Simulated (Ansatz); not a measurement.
# BNH3F3 (SMILES [NH3+][B-](F)(F)F) at CAM-B3LYP/cc-pVDZ

Aim: the vertical singlet–triplet gap of BNH3F3 at CAM-B3LYP/cc-pVDZ, from 2 runs. 

The calculation is run with Ansatz 0.2.0.

### Step 1. Starting point

The species is BNH3F3 (8 atoms), meant as a singlet with charge 0. SMILES: `[NH3+][B-](F)(F)F`. The coordinates come from a PBE0-D4/def2-TZVP relaxation.

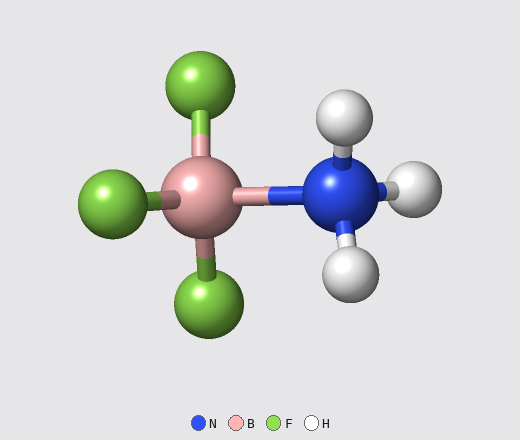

Viewed from a chosen angle; nitrogen blue, boron pink, fluorine green, hydrogen white.

### Step 2. The energy at CAM-B3LYP/cc-pVDZ

job.yaml

```yaml
crystal:
  periodic: [false, false, false]
  atoms:
    - symbol: "N"
      position_ang: [-0.501800, -0.052400, 0.645700]
    - symbol: B
      position_ang: [0.531500, 0.038700, -0.668100]
    - symbol: F
      position_ang: [1.521100, -0.860400, -0.378100]
    - symbol: F
      position_ang: [-0.251400, -0.312100, -1.733900]
    - symbol: F
      position_ang: [0.943600, 1.343300, -0.679400]
    - symbol: H
      position_ang: [-1.280300, 0.587300, 0.522000]
    - symbol: H
      position_ang: [-0.006300, 0.194600, 1.496700]
    - symbol: H
      position_ang: [-0.864300, -0.996100, 0.739300]
basis:
  gaussian:
    orbitals: cc-pVDZ
hamiltonian:
  xc: {name: CAM-B3LYP}
accuracy: high
output: {orbitals: {seedname: orbitals}}
```

On the command line:

```
$ ansatz run job.yaml --threads 1 --pin off --max-ram 3480MiB --events-out events.jsonl --progress --plain --runs-dir runs
```

What it wrote:

```text
Warning: RAYON_NUM_THREADS=1 ignored (pool sized by the plan → 1); use --threads N
Functional definition: CAM-B3LYP
  name "CAM-B3LYP"
  parameter alpha = 0.19
  parameter beta = 0.46
  parameter omega = 0.33/bohr
  parameter ac = 0.81
  exchange = (1 - alpha - beta)*b88_x + beta*b88_x_sr(omega) + alpha*exact_x + beta*exact_x_lr(omega)
  correlation = (1 - ac)*vwn5_c + ac*lyp_c
1941 factors; integrals over basis functions are off by at most 3.2e-9 eV
348 factors; integrals over basis functions are off by at most 1.8e-9 eV
mean field evaluation 1: about -10364.0478 eV, gradient 5.4e1 eV
mean field evaluation 2: about -10364.1989 eV, gradient 5.6e1 eV
mean field evaluation 4: about -10368.8375 eV, gradient 1.5e0 eV
mean field evaluation 8: about -10368.9967 eV, gradient 1.2e-1 eV
mean field evaluation 16: about -10368.9968 eV, gradient 1.0e-5 eV
mean field -10368.99677730 eV, -381.0536032073 hartree, gradient 8.9e-8 eV, S^2 0.000000; 0 other end points of the search recorded, 0 dependent functions left out
reference -10368.99679407 eV, -381.0536038237 hartree; 21, 21 occupied and 64, 64 virtual orbitals, 1941 factors
Total energy: -10368.99679407 eV, -381.0536038237 hartree
```

Run time: 7.8 s. Hardware: 1 thread of Arm Neoverse V1, shared host; peak memory 0.3 GiB.

### Step 3. The triplet at the same level

input.yaml

```yaml
crystal:
  periodic: [false, false, false]
  atoms:
    - symbol: N
      position_ang: [-0.501800, -0.052400, 0.645700]
    - symbol: B
      position_ang: [0.531500, 0.038700, -0.668100]
    - symbol: F
      position_ang: [1.521100, -0.860400, -0.378100]
    - symbol: F
      position_ang: [-0.251400, -0.312100, -1.733900]
    - symbol: F
      position_ang: [0.943600, 1.343300, -0.679400]
    - symbol: H
      position_ang: [-1.280300, 0.587300, 0.522000]
    - symbol: H
      position_ang: [-0.006300, 0.194600, 1.496700]
    - symbol: H
      position_ang: [-0.864300, -0.996100, 0.739300]
basis:
  gaussian:
    orbitals: cc-pVDZ
output: {orbitals: {seedname: orbitals}}
magnetization:
  spin_polarized: true
  initial_magnetization: 2
accuracy: high
hamiltonian:
  xc: {name: CAM-B3LYP}
```

On the command line:

```
$ ansatz run input.yaml --threads 1 --pin off --max-ram 3480MiB --events-out events.jsonl --progress --plain --runs-dir runs
```

What it wrote, cut to the lines that bear on the results:

```text
Warning: RAYON_NUM_THREADS=1 ignored (pool sized by the plan → 1); use --threads N
Functional definition: CAM-B3LYP
  name "CAM-B3LYP"
[...]
1941 factors; integrals over basis functions are off by at most 3.2e-9 eV
348 factors; integrals over basis functions are off by at most 1.8e-9 eV
[...]
mean field -10359.76500899 eV, -380.7143419793 hartree, gradient 8.5e-8 eV, S^2 2.005858; 6 other end points of the search recorded, 0 dependent functions left out
reference -10359.76502711 eV, -380.7143426454 hartree; 22, 20 occupied and 63, 65 virtual orbitals, 1941 factors
Total energy: -10359.76502711 eV, -380.7143426454 hartree
```

Wall time 26 s (1 thread of Arm Neoverse V1, shared host); peak memory 0.43 GiB.

### Step 4. Summary of results

At CAM-B3LYP/cc-pVDZ:

| quantity | value |
| --- | --- |
| singlet: total energy | -381.05360 Eh |
| singlet: HOMO energy | -11.19 eV |
| singlet: LUMO energy | 1.34 eV |
| singlet: HOMO–LUMO gap | 12.54 eV |
| triplet: total energy | -380.71434 Eh |
| triplet: HOMO energy (highest over α and β) | -2.81 eV |
| triplet: ⟨S²⟩ | 2.006 |
| vertical energy of the triplet above the singlet | 9.232 eV |

At this shape the triplet lies 9.23 eV (213 kcal/mol) above the singlet.
